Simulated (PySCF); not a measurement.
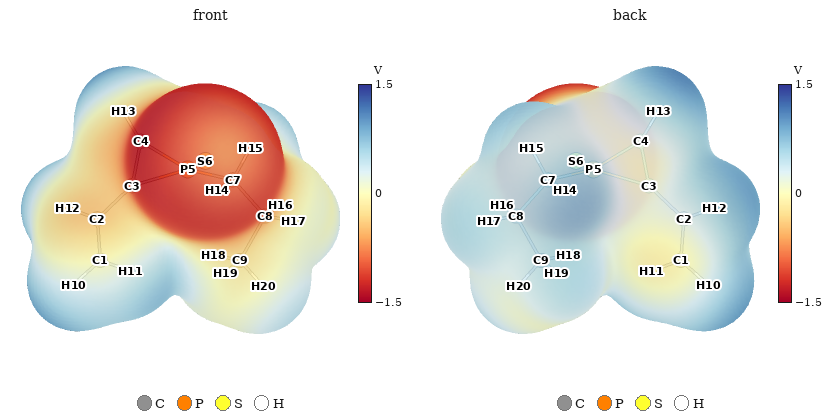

*C$_{7}$H$_{11}$PS. The molecular electrostatic potential painted on the density surface at 0.001 e/bohr³, seen from the front and from behind; the colour scale runs from red (negative) to blue (positive).*

Geometry: GFN2-xTB.

Method: PBE0/pcSseg-1, SCF density, gas phase, non-relativistic in PySCF 2.14.0.

```yaml
atoms:
  - { symbol: C, position_ang: [2.3502, 1.4497, 1.0460] }
  - { symbol: C, position_ang: [2.6109, 0.3525, 0.3406] }
  - { symbol: C, position_ang: [1.6538, -0.6795, 0.1163] }
  - { symbol: C, position_ang: [1.5391, -1.9406, -0.3468] }
  - { symbol: P, position_ang: [-0.0149, -1.3491, 0.3592] }
  - { symbol: S, position_ang: [-0.7816, -1.9790, 2.0280] }
  - { symbol: C, position_ang: [-1.1638, -0.8718, -1.0109] }
  - { symbol: C, position_ang: [-2.2631, 0.0283, -0.4665] }
  - { symbol: C, position_ang: [-1.6741, 1.3028, 0.1159] }
  - { symbol: H, position_ang: [3.0945, 2.2087, 1.2125] }
  - { symbol: H, position_ang: [1.3824, 1.6109, 1.4923] }
  - { symbol: H, position_ang: [3.5879, 0.1869, -0.0997] }
  - { symbol: H, position_ang: [2.1699, -2.7278, -0.7088] }
  - { symbol: H, position_ang: [-0.5764, -0.3779, -1.7872] }
  - { symbol: H, position_ang: [-1.5809, -1.8009, -1.4123] }
  - { symbol: H, position_ang: [-2.8012, -0.5084, 0.3197] }
  - { symbol: H, position_ang: [-2.9714, 0.2627, -1.2648] }
  - { symbol: H, position_ang: [-0.9902, 1.0404, 0.9263] }
  - { symbol: H, position_ang: [-1.1222, 1.8607, -0.6390] }
  - { symbol: H, position_ang: [-2.4541, 1.9421, 0.5217] }
```

Question: Which sites attract a positive test charge, and which a negative one?

Answer: A positive charge is drawn to the negative regions and a negative charge to the positive ones. The most negative region (about −1.3 V) lies over S6, the most positive (about +1.0 V) over H13.
